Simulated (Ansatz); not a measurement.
**BCCD(T)/def2-TZVPPD run of BCl (SMILES [B]Cl)**

What is the electronic atomisation energy of BCl at BCCD(T)/def2-TZVPPD? 

The calculation is run with Ansatz 0.2.0.

40 further runs of the same task are left out: 40 set aside as unsound or not needed.

### 1 The structure to begin with

BCl: 2 atoms, total charge 0, spin state singlet. SMILES: `[B]Cl`. Geometry: relaxed at PBE0-D4/def2-TZVP.

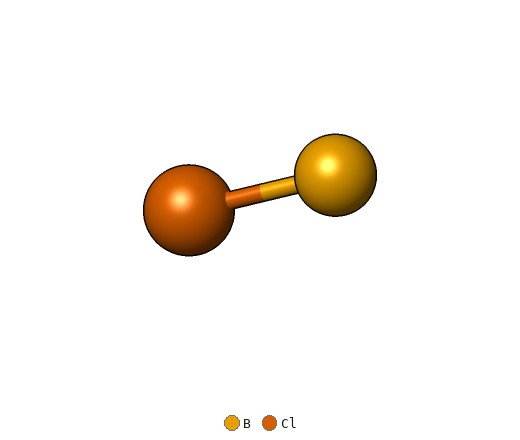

The structure, seen from a chosen angle (boron amber, chlorine orange).

### 2 The energy at BCCD(T)/def2-TZVPPD

Contents of input.yaml:

```yaml
crystal:
  periodic: [false, false, false]
  atoms:
    - {symbol: B, position_ang: [-0.000000, -0.000000, -0.069660]}
    - {symbol: Cl, position_ang: [0.000000, 0.000000, 1.648190]}
basis:
  gaussian: {orbitals: def2-TZVPPD.json}
magnetization: {spin_polarized: false, initial_magnetization: 0}
correlation: {method: bccd_t, frozen_orbitals: {B: 1, Cl: 5}}
accuracy: high
scf: {omitted_lower_state_checks: [cluster_reference, increment]}
```

The basis set def2-TZVPPD is read from a file made from the Basis Set Exchange's data (not shown).

The run is started by

```sh
$ ansatz run input.yaml --threads 1 --pin off --max-ram 3480MiB --events-out events.jsonl --progress --plain --runs-dir runs
```

Log, cut to the lines that bear on the results:

```text
Warning: RAYON_NUM_THREADS=1 ignored (pool sized by the plan → 1); use --threads N
Functional definition: HF
  name "HF"
[...]
1174 factors; integrals over basis functions are off by at most 3.0e-9 eV
[...]
mean field -13174.35980509 eV, -484.1487929353 hartree, gradient 2.6e-8 eV, S^2 0.000000; 0 other end points of the search recorded, 0 dependent functions left out; unrestricted orbitals would lower it
6 core orbitals not correlated: weight in the atoms' cores, before any rotation towards them, 1.000 or more for the frozen orbitals, at most 0.000 for the correlated occupied ones
reference -13174.35980509 eV, -484.1487929353 hartree; 5, 5 occupied and 77, 77 virtual orbitals, 1174 factors
second order -7.10746074 eV of doubles, -0.00000000 eV of singles
cycle   1  -7.59352776 eV  change   -4.9e-1 eV  update   7.8e-2
[...]
cycle  23  -7.90605559 eV  change   4.4e-10 eV  update  3.8e-10
perturbative correction -0.39888801 eV, -0.0146588640 hartree
Total energy: -13182.66474869 eV, -484.4539939834 hartree
Checks for a lower state left out: cluster_reference, increment
```

Wall time 5.7 s (1 thread of Arm Neoverse V1, shared host); peak memory 0.44 GiB.

### 3 The B atom, same level

Contents of in.yaml:

```yaml
crystal:
  periodic: [false, false, false]
  atoms:
    - {symbol: B, position_ang: [0.000000, 0.000000, 0.000000]}
basis:
  gaussian:
    orbitals: def2-TZVPPD.json
magnetization:
  spin_polarized: true
  initial_magnetization: 1
correlation:
  method: bccd_t
  frozen_orbitals: {B: 1}
accuracy: high
scf:
  omitted_lower_state_checks: [cluster_reference, increment]
```

The basis set def2-TZVPPD is read from a file made from the Basis Set Exchange's data (not shown).

Run the same way, it converges to -24.59803 Eh (log not shown).

### 4 The Cl atom, same level

Contents of in.yaml:

```yaml
basis:
  gaussian:
    orbitals: def2-TZVPPD.json
crystal:
  periodic: [false, false, false]
  atoms:
    - symbol: Cl
      position_ang: [0.000000, 0.000000, 0.000000]
magnetization:
  spin_polarized: true
  initial_magnetization: 1
accuracy: high
correlation:
  method: bccd_t
  frozen_orbitals: {Cl: 5}
scf:
  omitted_lower_state_checks: [cluster_reference, increment]
```

The basis set def2-TZVPPD is read from a file made from the Basis Set Exchange's data (not shown).

The run is started by

```sh
$ ansatz run in.yaml --threads 1 --pin off --max-ram 3480MiB --events-out events.jsonl --progress --plain --runs-dir runs
```

Log, cut to the lines that bear on the results:

```text
Warning: RAYON_NUM_THREADS=1 ignored (pool sized by the plan → 1); use --threads N
[... 2 set-up lines as earlier in the session ...]
[...]
487 factors; integrals over basis functions are off by at most 2.9e-9 eV
[...]
mean field -12503.01071731 eV, -459.4771690159 hartree, gradient 2.3e-8 eV, S^2 0.760026; 4 other end points of the search recorded, 0 dependent functions left out
5 core orbitals not correlated: weight in the atoms' cores, before any rotation towards them, 1.000 or more for the frozen orbitals, at most 0.000 for the correlated occupied ones
reference -12503.01071731 eV, -459.4771690159 hartree; 4, 3 occupied and 42, 43 virtual orbitals, 487 factors
second order -4.34105054 eV of doubles, -0.00000000 eV of singles
cycle   1  -4.83659753 eV  change   -5.0e-1 eV  update   4.0e-2
[...]
cycle  18  -4.97840999 eV  change  -2.5e-10 eV  update  5.7e-10
perturbative correction -0.16672302 eV, -0.0061269581 hartree
Total energy: -12508.15585032 eV, -459.6662491667 hartree
Checks for a lower state left out: cluster_reference, increment
```

Wall time 2.2 s (1 thread of Arm Neoverse V1, shared host); peak memory 0.18 GiB.

### 5 Summary of results

Level: BCCD(T)/def2-TZVPPD, 6 core orbitals frozen.

| quantity | value |
| --- | --- |
| molecule: total energy | -484.45399 Eh |
| molecule: correlation energy (6 core orbitals frozen) | -305.2 mEh |
| molecule: (T) correction | -14.66 mEh |
| B atom: total energy | -24.59803 Eh |
| B atom: correlation energy (1 core orbital frozen) | -65.7 mEh |
| B atom: (T) correction | -1.39 mEh |
| B atom: ⟨S²⟩ of the reference determinant | 0.761 |
| Cl atom: total energy | -459.66625 Eh |
| Cl atom: correlation energy (5 core orbitals frozen) | -189.1 mEh |
| Cl atom: (T) correction | -6.13 mEh |
| Cl atom: ⟨S²⟩ of the reference determinant | 0.760 |
| electronic atomisation energy | 5.162 eV |

**Reading.** Taking the molecule apart into free atoms costs 5.16 eV (498 kJ/mol), before zero-point energy and without spin-orbit coupling. The restricted solution (molecule) is unstable to spin breaking: an unrestricted one lies lower. The triples (molecule) make up 4.8 % of the correlation energy. The triples (B atom) make up 2.1 % of the correlation energy. The triples (Cl atom) make up 3.2 % of the correlation energy.
